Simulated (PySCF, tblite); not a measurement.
**C4H7ClN2Si: geometry, infrared bands and NMR shifts**

What infrared bands and NMR shifts should C4H7ClN2Si (`Cc1c(Cl)cnn1[SiH3]`) show?

Programs: tblite 0.8.0 and PySCF 2.14.0, with density-fitted response routines of our own. Each step states its level of theory. These are calculated values for one molecule in the gas phase, unless marked as measured. Atoms count from 0, in the outputs and in this text.

### 1 Starting geometry

15 atoms, charge 0, multiplicity 1; geometry from: force field or distance geometry start.

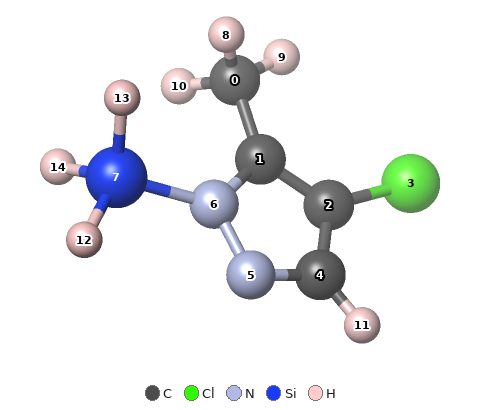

As it starts; carbon dark grey, chlorine green, nitrogen light blue, silicon blue, hydrogen pink, atoms numbered.

### 2 Relaxing the molecule with GFN2-xTB

What the job is given:

```
{"job": {"kind": "relax", "xc": "GFN2-xTB", "basis": "xTB"}, "charge": 0, "multiplicity": 1}
C      0.084600     1.785100     0.121900
C     -0.510300     0.431300    -0.043300
C     -1.809000     0.032900    -0.209600
Cl    -3.208700     1.007600    -0.322600
C     -1.791000    -1.365500    -0.292700
N     -0.558400    -1.853700    -0.189100
N      0.220100    -0.748900    -0.028200
Si     1.991300    -0.903200     0.177200
H      0.795700     1.998600    -0.677300
H     -0.703600     2.558300     0.085900
H      0.580100     1.886000     1.086100
H     -2.619800    -2.051400    -0.439800
H      2.439200    -2.323700     0.145900
H      2.686000    -0.151100    -0.908400
H      2.399400    -0.294400     1.472100
```

Run with:

```
$ OMP_NUM_THREADS=1 python probes_run.py task.json out
```

This one command runs all jobs of the session in turn.

The log of the run:

```text
step      E/eV     max force
  0    -660.76578    2.020
  1    -660.84381    0.700
  2    -660.86796    0.380
  3    -660.88395    0.299
  4    -660.89297    0.348
  5    -660.90518    0.288
  6    -660.91574    0.238
  7    -660.92325    0.181
  8    -660.92742    0.161
  9    -660.93087    0.179
 10    -660.93410    0.158
 11    -660.93640    0.096
 12    -660.93760    0.079
 13    -660.93833    0.091
 14    -660.93901    0.080
 15    -660.93960    0.053
 16    -660.93993    0.043
 17    -660.94017    0.037
 18    -660.94046    0.059
 19    -660.94086    0.068
 20    -660.94129    0.056
 21    -660.94163    0.043
 22    -660.94188    0.044
 23    -660.94207    0.036
 24    -660.94222    0.031
 25    -660.94231    0.023
 26    -660.94239    0.021
 27    -660.94247    0.025
 28    -660.94256    0.028
 29    -660.94263    0.028
 30    -660.94269    0.023
 31    -660.94274    0.020
 32    -660.94279    0.020
 33    -660.94284    0.018
 34    -660.94288    0.017
 35    -660.94292    0.015
 36    -660.94297    0.019
 37    -660.94301    0.019
 38    -660.94305    0.014
 39    -660.94307    0.012
 40    -660.94308    0.009
```

It took 0.52 s on 1 thread of Arm Neoverse N1, shared host.

Relaxation path: (not every step is listed)

```
step  energy from step 0 (eV)  largest force (eV/Å)
   0                   0.0000                2.0198
   1                  -0.0780                0.7004
   2                  -0.1022                0.3802
   3                  -0.1182                0.2991
   4                  -0.1272                0.3481
   5                  -0.1394                0.2878
   6                  -0.1500                0.2382
   7                  -0.1575                0.1807
   8                  -0.1616                0.1613
  10                  -0.1683                0.1579
  12                  -0.1718                0.0785
  14                  -0.1732                0.0795
  16                  -0.1742                0.0432
  18                  -0.1747                0.0592
  20                  -0.1755                0.0557
  22                  -0.1761                0.0442
  24                  -0.1764                0.0309
  26                  -0.1766                0.0214
  28                  -0.1768                0.0281
  30                  -0.1769                0.0226
  32                  -0.1770                0.0201
  34                  -0.1771                0.0172
  35                  -0.1771                0.0154
  36                  -0.1772                0.0192
  37                  -0.1772                0.0192
  38                  -0.1773                0.0136
  39                  -0.1773                0.0124
  40                  -0.1773                0.0091
```

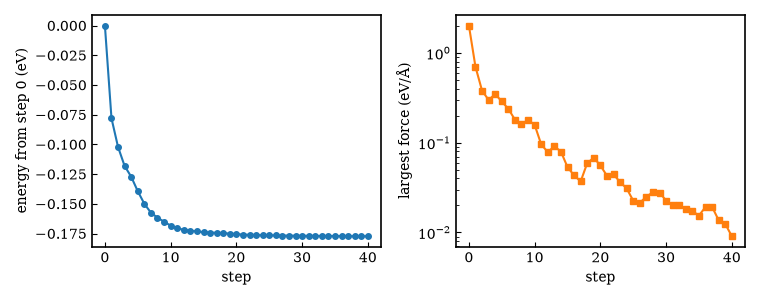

Energy and largest force along the relaxation.

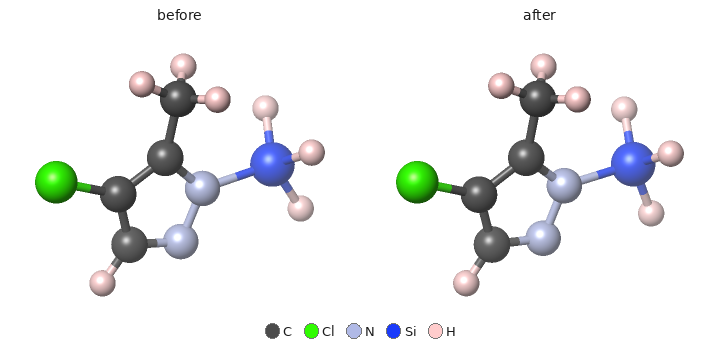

The geometry before (left) and after (right).

Close pairs (by a distance rule), those that changed most:

```
   bond  before (Å)  after (Å)  change (Å)
Si7–H12       1.490      1.451      -0.039
  C1–N6       1.388      1.357      -0.031
 N6–Si7       1.790      1.759      -0.031
Si7–H13       1.492      1.465      -0.027
Si7–H14       1.488      1.465      -0.023
  C4–N5       1.330      1.310      -0.020
  C0–H9       1.105      1.087      -0.018
 C4–H11       1.086      1.071      -0.015
```

The final coordinates are the input of the step that follows.

### 3 Infrared spectrum with GFN2-xTB

What the job is given:

```
{"job": {"kind": "ir", "xc": "GFN2-xTB", "basis": "xTB"}, "charge": 0, "multiplicity": 1}
C      0.074942     1.794695     0.121821
C     -0.490087     0.433341    -0.031526
C     -1.791325     0.015420    -0.212379
Cl    -3.189040     1.004323    -0.315214
C     -1.729538    -1.388553    -0.294824
N     -0.488618    -1.789856    -0.173286
N      0.271381    -0.690063    -0.012393
Si     2.007490    -0.899658     0.178966
H      0.793735     2.002520    -0.669928
H     -0.726852     2.526712     0.073007
H      0.586378     1.891232     1.078799
H     -2.529635    -2.086963    -0.434587
H      2.190027    -2.337861     0.113491
H      2.648479    -0.161839    -0.912174
H      2.368251    -0.305459     1.468317
```

The log of the run:

```text
mode    cm-1     km/mol
  1      52.1      0.00
  2      80.5      0.94
  3     103.5      0.09
  4     148.2      1.29
  5     194.7      1.25
  6     233.4      2.13
  7     285.2      0.72
  8     376.6      8.93
  9     381.7      1.03
 10     564.0     33.02
 11     573.4     49.54
 12     588.7     61.90
 13     605.2     28.42
 14     628.9      0.07
 15     707.5      4.08
 16     738.6    171.56
 17     763.4    310.22
 18     795.0    345.00
 19     836.0      2.96
 20     933.1     15.49
 21    1033.7      5.20
 22    1034.1      1.50
 23    1062.5      7.74
 24    1159.6     22.86
 25    1226.8    182.33
 26    1325.3     88.49
 27    1385.1     35.98
 28    1398.8      6.45
 29    1464.1      6.43
 30    1465.6      0.35
 31    1484.4     60.44
 32    1569.7      8.05
 33    2248.5    344.35
 34    2259.0    144.12
 35    2379.9    199.04
 36    3001.6     15.80
 37    3014.1     17.24
 38    3052.1     12.57
 39    3179.5      7.13
```

It took 0.96 s on 1 thread of Arm Neoverse N1, shared host.

The strongest bands and the atoms that carry them (share of the mass-weighted mode):

```
cm⁻¹  km/mol                               atoms
 739   171.6        H12 60 %, H14 18 %, H13 17 %
 763   310.2        H13 37 %, H14 37 %, H12 19 %
 795   345.0        H13 41 %, H14 41 %, H12 10 %
1227   182.3                    N6 56 %, N5 32 %
1325    88.5  C4 30 %, C2 26 %, N6 19 %, C1 11 %
2248   344.4                  H13 51 %, H14 45 %
2259   144.1                  H14 52 %, H13 46 %
2380   199.0                            H12 97 %
```

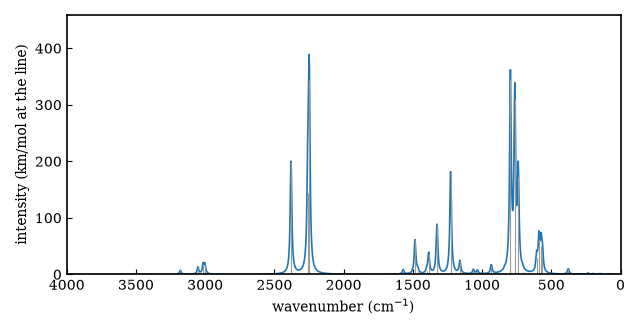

The infrared spectrum from these modes, unscaled. Lines are broadened to a width of 14 cm⁻¹ (Lorentzian).

### 4 NMR shieldings: PBE0/pcSseg-1

Settings changed since step 3:

```diff
@@ -1,2 +1,2 @@
-{"job": {"kind": "ir", "xc": "GFN2-xTB", "basis": "xTB"}, "charge": 0, "multiplicity": 1}
+{"job": {"kind": "nmr", "xc": "PBE0", "basis": "pcSseg-1"}, "charge": 0, "multiplicity": 1}
 C      0.074942     1.794695     0.121821
```

Method: GIAO PBE0/pcSseg-1 NMR shielding, non-relativistic, gas phase.

The log of the run:

```text
coarse grid: 14056 points
cycle   1  E = -1015.1087610887  dE =  1.347e+00  |g| = 3.338e-01  |ddm| = 3.876e+00
cycle   2  E = -1015.1088268204  dE = -6.573e-05  |g| = 3.542e-01  |ddm| = 8.477e-01
cycle   3  E = -1015.1346753332  dE = -2.585e-02  |g| = 1.114e-01  |ddm| = 4.307e-01
cycle   4  E = -1015.1370448161  dE = -2.369e-03  |g| = 3.668e-02  |ddm| = 1.166e-01
cycle   5  E = -1015.1373366132  dE = -2.918e-04  |g| = 9.188e-03  |ddm| = 4.009e-02
cycle   6  E = -1015.1373531375  dE = -1.652e-05  |g| = 3.745e-03  |ddm| = 1.017e-02
cycle   7  E = -1015.1373557479  dE = -2.610e-06  |g| = 1.207e-03  |ddm| = 3.620e-03
final grid: 128096 points
cycle   8  E = -1015.1799554726  dE = -3.503e-05  |g| = 8.132e-03  |ddm| = 4.245e-02
cycle   9  E = -1015.1799403884  dE =  1.508e-05  |g| = 1.141e-02  |ddm| = 1.880e-02
cycle  10  E = -1015.1799697485  dE = -2.936e-05  |g| = 2.396e-03  |ddm| = 1.165e-02
cycle  11  E = -1015.1799710528  dE = -1.304e-06  |g| = 4.753e-04  |ddm| = 2.418e-03
cycle  12  E = -1015.1799710992  dE = -4.641e-08  |g| = 1.208e-04  |ddm| = 6.135e-04
cycle  13  E = -1015.1799711021  dE = -2.861e-09  |g| = 5.043e-05  |ddm| = 1.607e-04
cycle  14  E = -1015.1799711026  dE = -5.111e-10  |g| = 1.775e-05  |ddm| = 6.158e-05
converged SCF energy = -1015.1799711026

GIAO shielding tensors (ppm)
atom      isotropic    diamagn.    paramagn.     s11        s22        s33       span
  0 C      176.133     247.363     -71.230    163.566    176.293    188.539     24.973
  1 C       40.875     253.825    -212.950    -34.783     25.616    131.793    166.577
  2 C       64.070     260.596    -196.527     -2.377     84.239    110.347    112.724
  3 Cl     845.614    1147.065    -301.451    666.172    852.203   1018.466    352.294
  4 C       41.073     248.655    -207.582    -44.470     44.891    122.796    167.266
  5 N      -88.056     320.661    -408.717   -324.933    -96.347    157.113    482.046
  6 N       48.180     331.512    -283.331    -56.563     56.659    144.445    201.008
  7 Si     396.947     881.178    -484.231    353.598    391.914    445.328     91.729
  8 H       29.437      29.618      -0.182     24.512     27.765     36.033     11.522
  9 H       28.847      28.521       0.326     22.616     29.949     33.975     11.359
 10 H       29.434      29.623      -0.188     24.510     27.762     36.031     11.520
 11 H       24.156      30.279      -6.123     21.359     23.830     27.278      5.918
 12 H       26.330      29.155      -2.825     22.090     25.790     31.109      9.019
 13 H       26.591      29.890      -3.299     22.918     25.495     31.360      8.442
 14 H       26.591      29.898      -3.308     22.910     25.515     31.348      8.438
```

Run time: 53 s. Hardware: 1 thread of Arm Neoverse N1, shared host; peak memory 0.77 GiB.

The references, computed at this level on geometries of the same kind, shield at (ppm): 1H TMS 31.72, 13C TMS 186.9, 29Si TMS 349.2, 15N NH3 267.7, 35Cl HCl 950. Their shielding less the atom's gives the shift. The references are single molecules in the gas phase, so shifts against H2O, NH3, PH3, H3PO4 or CFCl3 are not on the usual liquid scales and can be off by tens of ppm. Atoms listed in one row are averaged.

```
        atoms                                          environment  σ (ppm)  δ (ppm)  δ scaled to CDCl3
           C1  substituted aromatic carbon next to a ring nitrogen     40.9    146.0              140.6
           C4                  aromatic CH next to a ring nitrogen     41.1    145.9              140.4
           C2                     aromatic carbon bearing chlorine     64.1    122.9              118.0
           C0                    methyl carbon on an aromatic ring    176.1     10.8                8.6
          H11   hydrogen on an aromatic CH next to a ring nitrogen    24.16     7.56               7.23
H12, H13, H14                    hydrogen on a silicon bonded to N    26.50     5.21                  –
  H8, H9, H10      hydrogen on a methyl carbon on an aromatic ring    29.24     2.48               2.44
          Cl3                                 chlorine bonded to C      846      104                  –
           N5                   pyridine-type nitrogen of an azole    -88.1    355.8                  –
           N6                           pyrrole-type ring nitrogen     48.2    219.5                  –
          Si7                             silicon bonded to N, 3 H    396.9    -47.8                  –
```

The scaled column applies a straight-line fit of computed shieldings to shifts measured in CDCl3, with any fitted terms for Cl, Br or S neighbours (root-mean-square error 0.16 ppm for H, 1.9 ppm for C).

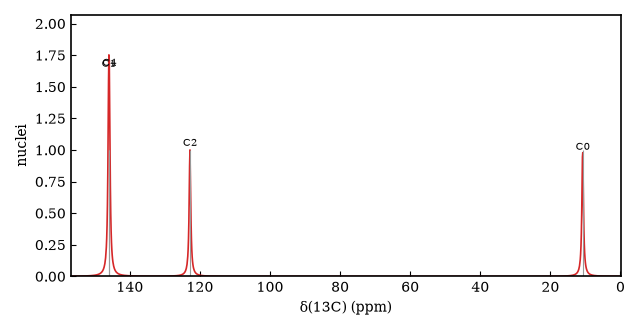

13C lines at the computed shifts, without couplings. Lines are broadened to a width of 0.54 ppm (Lorentzian).

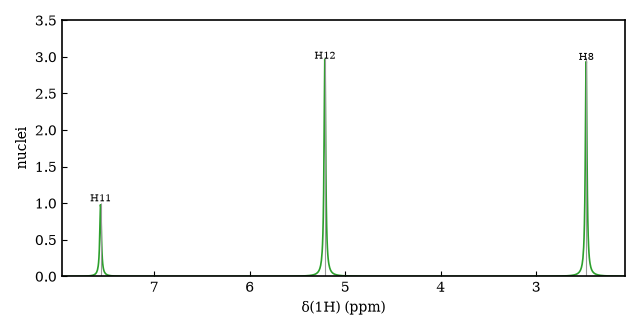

1H lines at the computed shifts, without couplings. Lines are broadened to a width of 0.02 ppm (Lorentzian).

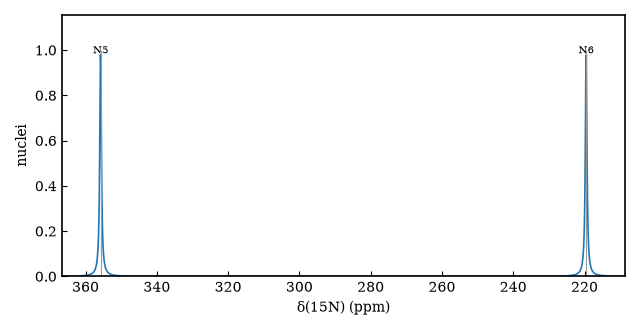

15N lines at the computed shifts, without couplings. Lines are broadened to a width of 0.54 ppm (Lorentzian).

The run also stored atomic charges by several schemes (e):

```
atoms  Mulliken    IAO  Hirshfeld  ESP fit
   C0     -0.13  -0.44      -0.12    -0.46
   C1      0.32   0.06       0.03     0.35
   C2     -0.45  -0.12      -0.04    -0.41
  Cl3     -0.11  -0.02      -0.03    -0.03
   C4      0.26  -0.08      -0.04     0.27
   N5     -0.21  -0.24      -0.14    -0.56
   N6     -0.62  -0.25      -0.06     0.07
  Si7      0.65   0.76       0.39     0.53
```

IAO charges:

C0 -0.44; C1 0.06; C2 -0.12; Cl3 -0.02; C4 -0.08; N5 -0.24; N6 -0.25; Si7 0.76; H8 0.16; H9 0.17; H10 0.16; H11 0.17; H12 -0.08; H13 -0.12; H14 -0.12

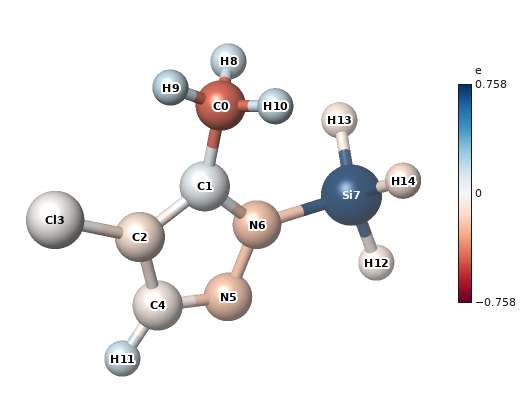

IAO charges, as colours on the atoms.

Mayer bond orders: C0–C1 1.11, C1–C2 1.31, C2–Cl3 1.06, C2–C4 1.27, C4–N5 1.58, N5–N6 1.18, N6–Si7 0.79, N6–C1 1.00.

Ring of atoms C1, C2, C4, N5, N6: NICS(0) -12.5, NICS(1) -11.2, NICS(1)zz -27.7 ppm (means of both faces).

### 5 Summary of results

```
                                                              quantity                          value
                             strongest single infrared mode (GFN2-xTB)           795 cm⁻¹, 345 km/mol
                                          zero-point energy (GFN2-xTB)                  63.4 kcal/mol
                                13C shifts against TMS (PBE0/pcSseg-1)  146.0, 145.9, 122.9, 10.8 ppm
1H shifts against TMS (PBE0/pcSseg-1, means over atoms taken as alike)           7.56, 5.21, 2.48 ppm
                               35Cl shifts against HCl (PBE0/pcSseg-1)                        104 ppm
                                15N shifts against NH3 (PBE0/pcSseg-1)               355.8, 219.5 ppm
                               29Si shifts against TMS (PBE0/pcSseg-1)                      -47.8 ppm
```

What this shows: Over 40 steps the energy fell by 0.177 eV; of the close pairs, Si7–H12 changed most, 1.490 to 1.451 Å. All 39 modes are real, so the xTB geometry is a minimum. The strongest single mode, at 795 cm⁻¹, moves mainly H13 and H14. GFN2-xTB is a fitted tight-binding method: band positions and strengths are rough. Its intensities can rank the bands wrongly. At PBE0/pcSseg-1: The largest span, 482 ppm, is at N5, where the paramagnetic term is -409 ppm. NICS(1)zz of -28 ppm above the planar ring from C1 marks a diatropic (aromatic) ring current.
